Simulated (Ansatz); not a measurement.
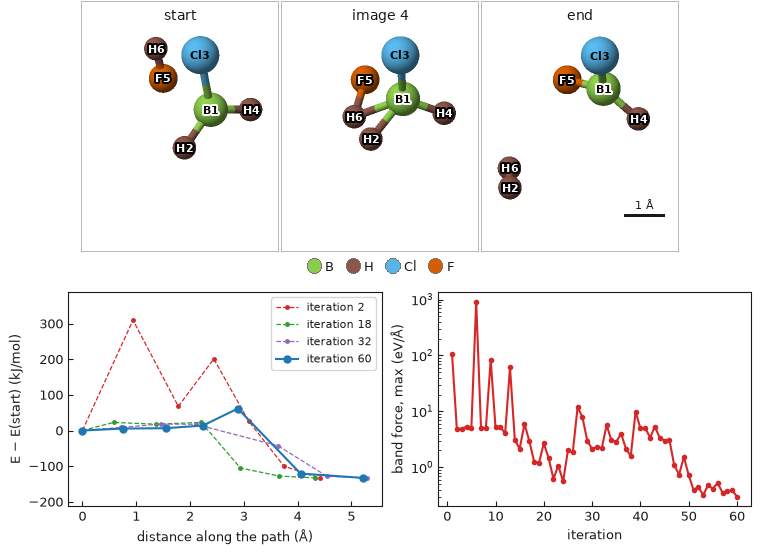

A nudged-elastic-band calculation for BH3ClF. Images are numbered from 0 (start) to 6 (end). The plot follows the band through its iterations. The picture is a ball-and-stick view, seen from a free direction.

Computed with RKS B3LYP/def2-SVP in Ansatz 0.2.0. Set-up: 5 movable images; climbing image; force threshold 0.03 eV/Å; iteration limit 60; optimiser L-BFGS; largest step 0.5 Å; starting path through a guess of the saddle point.

Did the band converge, and can the barrier be trusted?

The result isn't final. The band hadn't converged when the run stopped after 60 iterations. The largest component of the band force went from 100 to 0.3 eV/Å. The barrier read from it is provisional, though the highest image hardly moved in the last two iterations. The step length is far from the usual. The first iteration put the highest image at 1297.5 kJ/mol. Forward barrier 61.6 kJ/mol, backward barrier 194.6 kJ/mol, with image 4 at the top; the reaction energy is −133.0 kJ/mol.

Cost: 7.4 min on 1 thread of Arm Neoverse V1, on a shared host, peak memory 0.12 GiB.
